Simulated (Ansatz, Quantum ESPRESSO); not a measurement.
## Mode couplings of AlRh in the L11 ordering in a second program

Aim: mode couplings and λ of AlRh in the L11 ordering by double-delta sums in Quantum ESPRESSO. The first relaxation steps of the session are not shown, so no cell shown is the starting entry, unless a step says so.

Main program and level: Ansatz 0.2.0 and Quantum ESPRESSO 7.5; DFT PBEsol, scalar-relativistic, plane waves, PAW, in the first sound run; inputs show where later runs differ.

The structure was built from a prototype and need not be the compound's stable phase.

**1. The cell after earlier relaxation steps**

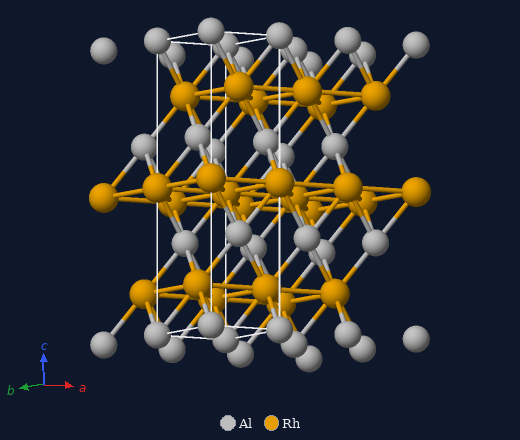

Start, viewed from a free direction; aluminium light grey, rhodium orange. 3×2×1 cells are drawn. This picture shows the conventional cell, with its axes. Bonds to atoms that aren't drawn are left out. Some periodic images of atoms are drawn too.

**2. Tight relaxation**

Residual forces and stress shift phonon frequencies, so the cell is relaxed again, with tight thresholds and the mesh and smearing of this input. Earlier relaxation steps are not shown.

input.yaml reads:

```yaml
crystal:
  lattice:
    - [3.6196383979, 1.6118425199, 1.6118425199]
    - [1.6118425199, 3.6196383979, 1.6118425199]
    - [1.6118425199, 1.6118425199, 3.6196383979]
  atoms:
    - { symbol: Al, position: [0.0, 0.0, 0.0] }
    - { symbol: Rh, position: [0.5, 0.5, 0.5] }
kpoints:
  mp_grid: { grid: [12, 12, 12] }
hamiltonian:
  xc: pbesol
scf:
  occupations: { method: methfessel_paxton, width: 0.2 }
output:
  forces: true
  stress: true
  eigenvalues: true
relax:
  adjacent_minimum: "off"
  f_tol: 0.001
  max_steps: 60
  cell: { stress_tol: 0.01 }
```

Started as:

```bash
$ ansatz run input.yaml --threads 4 --pin off --max-ram 8192MiB --backend cpu --events-out ev --progress --plain --runs-dir out
```

Planned after this: second program, ground state; phonons and couplings with ph.x: cold smearing of 0.2 eV; ground state with pw.x; phonons and couplings with ph.x: cold smearing of 0.2 eV (run 2); electron–phonon run: cold smearing of 0.2 eV. Settings of the main run: cutoff 420 eV, 6×6×6 k-mesh, cold occupations, smearing width 0.2 eV, 12×12×12 scattering mesh, electron occupations off, 2×2×2 q-mesh.

Q: Predict the change between its two finest scattering meshes.

On the last rung that gave a resistivity at the base settings (q 2×2×2, k 6×6×6, scattering 12×12×12), AlRh in the L11 ordering has λ = 0.54 and a phonon-limited resistivity of 13.8 μΩ cm at 300 K. Under gradient-corrected functionals ph.x can misplace modes where the density is low; no frozen-phonon run checks these frequencies. In the last run that gave them, λ from the Gaussian sums still varies by a factor of 1.3 between widths of 0.1 and 0.4 eV; these sums hold few wavevectors and leave out the zone centre.

| Quantity | Value |
| --- | --- |
| run | PBEsol, q 2×2×2, k 6×6×6, scattering 12×12×12 (cold smearing of 0.2 eV) |
| coupling constant λ | 0.539 |
| log mean phonon energy ħω_log | 17.8 meV |
| resistivity at 300 K, principal values | 8.66, 16.4, 16.4 μΩ cm |
| Drude plasma energy | 6.91 eV |
| resistivity times mean free path | 7.16 × 10⁻¹⁶ Ω m² |
| change between its two finest scattering meshes | λ 2 %, resistivity at 300 K 26 % |
| coupling λ by Gaussian sums at 0.2 eV, Quantum ESPRESSO, GBRV, cutoff 612 eV, q 2×2×2, k 8×8×8 | 0.652 |
| coupling λ by Gaussian sums at 0.2 eV, Quantum ESPRESSO, GBRV, cutoff 476 eV, q 2×2×2, k 8×8×8 | 0.668 |

The coupling is moderate (λ = 0.54 in the run with cold smearing of 0.2 eV), so phonons raise the electrons' mass at the Fermi surface by about 54 %. Values of ρ(T) under 50 K rest on the softest modes, mostly interpolated ones, and are the least sure of the table. The high-temperature form ρ = 2π k_B T λ_tr/(ħ ε₀ ω_p²) gives 14.0 μΩ cm along x at 300 K, against 13.8 from the Boltzmann equation. The three lowest branches give 81 % of λ. By the run's own test, which takes the component that moves most, the resistivity at 300 K moves by 26 % between its two finest scattering meshes, so it is not converged. In the run quoted no mode is imaginary at the wavevectors of the 2×2×2 mesh; wavevectors off that mesh are interpolated. Only scattering by harmonic phonons counts; impurities, grain boundaries and thermal expansion are left out. The crystal's axes are tilted against x, y and z, so components by x, y and z (plasma energy, λ_tr, Hall coefficient) mix them and can look isotropic. The structure was built by hand as an ordered model, and its stability against other phases was not tested.

[Logs are printed without paths, hosts, clocks, repeated set-up lines and the standing remarks that a program may print on its own settings, such as how far it seeks lower states.]

[Hosts, paths, dates, database ids (printed as entryN), source tags and the programs' standing remarks are cut or masked in the printed files.]
